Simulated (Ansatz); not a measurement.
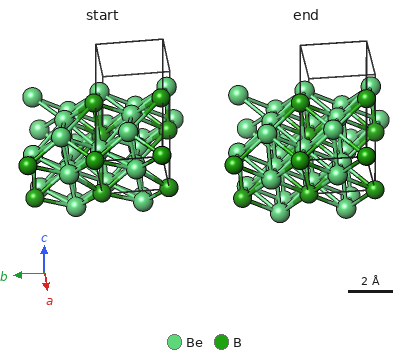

The structure of solid Be$_{3}$B (built on the Cu3Au (L1_2)_221 type) (coarse preliminary run) before (left) and after (right) a relaxation, at one scale.

A ball-and-stick model of the cell of the calculation, repeated 2 × 2 × 1 with one cell outlined, seen from a free direction.

These are results of Ansatz 0.2.0, DFT PBE, scalar-relativistic, plane waves, PAW, not measurements. (plane-wave cutoff 420 eV; k-point mesh 8 × 8 × 4; occupations gaussian; smearing width 0.1 eV; no spin polarisation; cell and atoms relaxed; force threshold 0.015 eV/Å; at most 120 steps)

Describe what moved and what it gained.

Answer. A Be atom moves most relative to the cell: 0.33 Å along [2 2 −1]. Largest moves by element: Be 0.33 Å, B 0.21 Å. Cell: a 3.006 → 3.068 Å (+2.1 %), b 3.116 → 3.069 Å (−1.5 %), c 6.263 → 6.137 Å (−2.0 %), α 90.2° → 90.0°, β 89.2° → 90.0°, γ 87.5° → 89.9°. Volume −1.4 %. Some distances before and after: B–Be 2.581 → 2.171 Å, Be–Be 2.560 → 2.170 Å, Be–Be 1.817 → 2.169 Å, Be–Be 2.520 → 2.169 Å. The space group (tolerance 0.01 Å) goes from P1 (No. 1) to Pm-3m (No. 221). Over 5 accepted moves (6 points after the start) the energy falls by 144 meV per atom. The largest force component goes from 3 to 0.00022 eV/Å. Pressure: 6.69 GPa at the start and 0.01 GPa at the end. At 1 point the geometry stayed and the basis and grid were re-selected for the new cell (energy shift of less than 0.05 meV per atom at most each time).
